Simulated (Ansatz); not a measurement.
One crystal and one scan (frozen-phonon scan) at two levels, PBE (plane waves to 420 eV, PAW, scalar-relativistic; Ansatz, a program for electronic structure) and r2SCAN (plane waves to 500 eV, PAW, scalar-relativistic; Ansatz), each from its own relaxed cell and on its own mesh. The cell shown is that of PBE.

TiC (rock salt)

```
TiC
1.0
    0.00000     4.33303     4.33303
    2.16652     2.16652     4.33303
    2.16652     2.16652     0.00000
C Ti
2 2
Direct
  0.00000   0.00000   0.00000
  0.50000   0.00000   0.00000
  0.00000   0.50000   0.50000
  0.50000   0.50000   0.50000
```

A phonon eigenvector at X = (0.5, 0.5, 0.0) is frozen into this cell: atom i moves by Q times the vector below, so Q is the largest atomic displacement, in Å. The cell is held. (q is in reciprocal vectors of the primitive cell; the cell shown is doubled to hold the pattern.)

| atom | x | y | z |
|---|---|---|---|
| C1 | 0.000 | 0.000 | -0.023 |
| C2 | 0.000 | 0.000 | 0.023 |
| Ti3 | 0.000 | 0.000 | 1.000 |
| Ti4 | 0.000 | 0.000 | -1.000 |

TiC is run without spin polarisation. TiC was relaxed with its symmetry unable to fall. With partly filled bands, energies and forces of such displacements shift with the k mesh and the smearing. Percentages come from the unrounded values. Both scans cover Q from -0.280 to 0.280 Å.

```tsv
quantity	PBE	r2SCAN	PBE − r2SCAN
Lattice constant a (Å)	4.333	4.328	+0.005 (+0.1 %)
Energy at Q = 0.280 Å (meV/cell)	1861	1979	-118 (-6.0 %)
Harmonic wavenumber from the curvature (finite differences) (cm⁻¹ (negative: imaginary))	354	361	-7 (-2.0 %)
```

PBE gives the lower value for: energy at Q = 0.280 Å; harmonic wavenumber from the curvature. They agree on: lattice constant a (within 0.2 %). Both give the same space group of the distorted cell: P4/nmm (No. 129), lowered from Fm-3m.

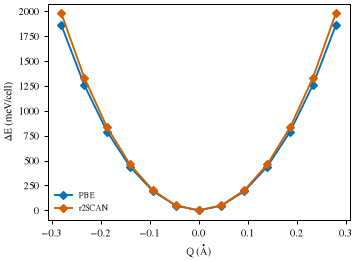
ΔE, each from the undisplaced structure of its own level.

(A displaced cell: forces are minus the slopes of the energy, force constants its curvatures, and phonons follow from these.)
